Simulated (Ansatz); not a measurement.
The parent structure is PbTe in the rock salt structure (space group Fm-3m, No. 225; a = 6.4421 Å).

Structures relaxed with DFT with PBEsol, PAW potentials and a 420 eV plane-wave cutoff in Ansatz (a program for electronic structure), spin-orbit coupling left out.

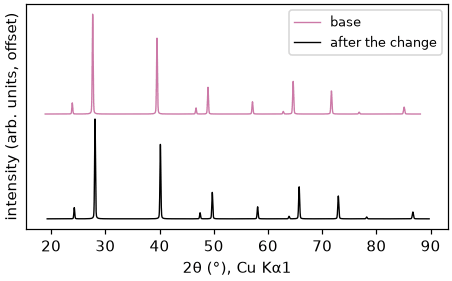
Simulated powder patterns before (top) and after one change

### Question
Which of these changes matches the shifts?
A. isotropic strain +2.00 %
B. isotropic strain +3.00 %
C. isotropic strain −1.50 %
D. isotropic strain −2.00 %

### Answer
C, isotropic strain −1.50 %. Its volume per atom is 31.94 Å³ against 33.42 Å³, and its space group is Fm-3m (No. 225).

No phonon test of stability was made.
